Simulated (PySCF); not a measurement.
# C3H6OSe, SMILES `C[Se]CC=O`: electronic structure

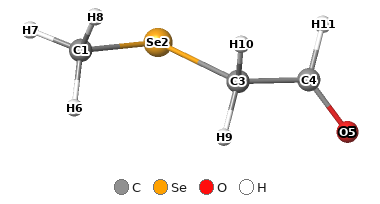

The molecule, with its atoms numbered as below. No frequency check shows the geometry to be a minimum.

Cartesian coordinates (Å):

```
C1      -2.1136   -0.9012   -0.0680
Se2     -0.7309    0.4804   -0.0271
C3       0.7909   -0.7712    0.1925
C4       2.0547    0.0115    0.3172
O5       3.0143   -0.1173   -0.3866
H6      -1.9423   -1.5556   -0.9193
H7      -3.0693   -0.3957   -0.1757
H8      -2.0934   -1.4647    0.8618
H9       0.8206   -1.4515   -0.6603
H10      0.5979   -1.3172    1.1191
H11      2.0314    0.7548    1.1395
```

### 1. Excited states

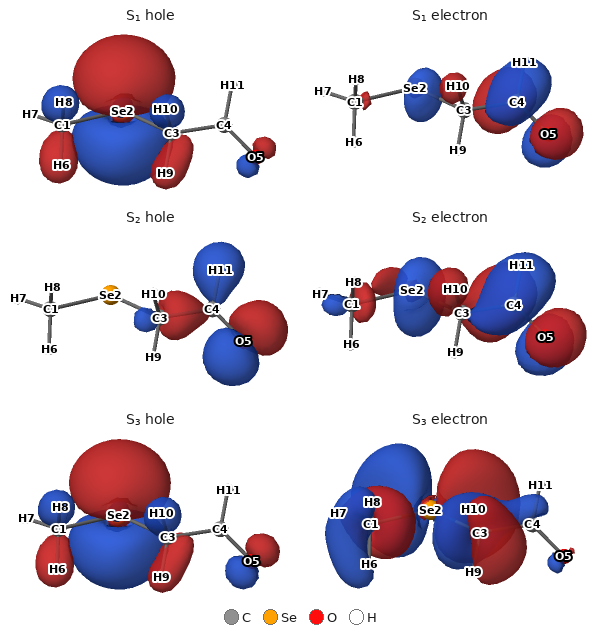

Leading natural transition orbitals (full linear response singlet states).

Level of theory: PBE/def2-SVP (PySCF), at a geometry from GFN2-xTB. Without diffuse functions Rydberg states are missing, so the states' numbers hold for this basis only.

> Describe these excited states.

By state:
- S₁: 3.15 eV (393 nm), f = 0.000 (very weak), charge transfer, whose energy this functional puts too low; the leading pair carries 100 %; hole on Se2 (82 %), electron on C4 (40 %), O5 (34 %) and Se2 (9 %); their centroids lie 2.6 Å apart.
- S₂: 4.04 eV (307 nm), f = 0.002 (very weak); the leading pair carries 100 %; hole on O5 (63 %), C4 (13 %) and H11 (10 %), electron on C4 (38 %), O5 (32 %) and Se2 (11 %); their centroids lie 0.7 Å apart.
- S₃: 4.60 eV (270 nm), f = 0.000 (very weak); the leading pair carries 100 %; hole on Se2 (79 %), electron on Se2 (54 %), C3 (14 %) and C1 (13 %); their centroids lie 0.2 Å apart.

### 2. Removing or adding an electron

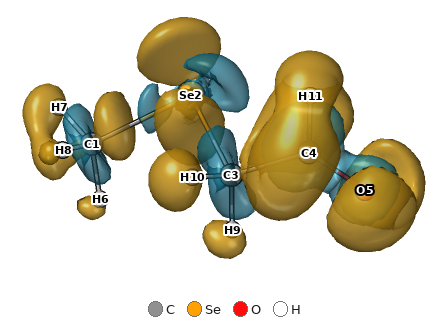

Fukui function f⁺ = ρ(N+1) − ρ(N) at fixed geometry, surfaces at ±0.02 e/Å³ (yellow positive, teal negative).

Computed with PySCF, TPSSh/def2-SVP, geometry: GFN2-xTB.

> On which atoms does the density change most on addition of an electron?

f⁺ (Hirshfeld-condensed) is largest on C4 (0.23), O5 (0.21) and Se2 (0.18); the vertical electron affinity is −1.24 eV (the stability of the anion's solution wasn't checked; negative, but this basis has no diffuse functions, so it doesn't show that the anion is unbound). Condensed values hint at sites of nucleophilic attack but needn't mark the atom that reacts. Shares this close don't rank the sites. Orbital relaxation makes it negative in places (0.24 e in all).

```csv
atom,f⁺,charge
C1,+0.05,−0.11
Se2,+0.18,+0.02
C3,+0.04,−0.08
C4,+0.23,+0.13
O5,+0.21,−0.21
H6,+0.03,+0.04
H7,+0.04,+0.05
H8,+0.03,+0.04
H9,+0.04,+0.04
H10,+0.06,+0.05
H11,+0.10,+0.03
```

### 3. Localised orbitals

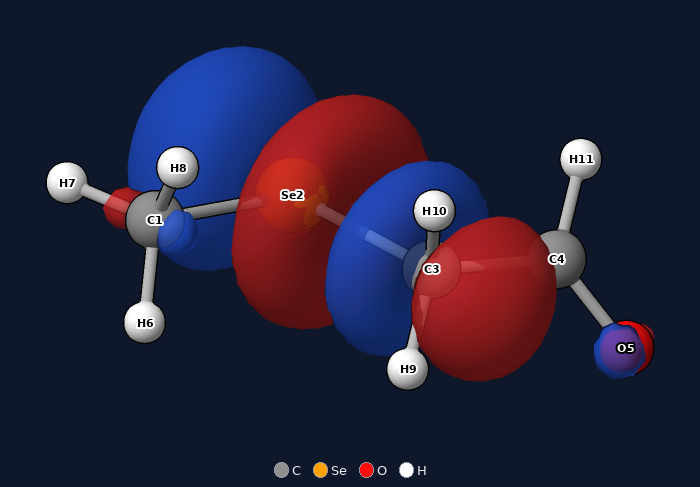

Intrinsic bond orbitals (IBO), occupied and valence-virtual; each surface holds about 85 % of the orbital's density. Energies are diagonal elements of the Fock matrix.

Computed with PySCF, BP86/6-311G**, geometry: GFN2-xTB.

> What does this orbital represent?

σ* orbital Se2–C3 (Se2 52 %, C3 46 %; 0.8 eV).

The PySCF runs shown took 100 s, 12 min and 29 s on 1 thread of Arm Neoverse V2 (shared host).
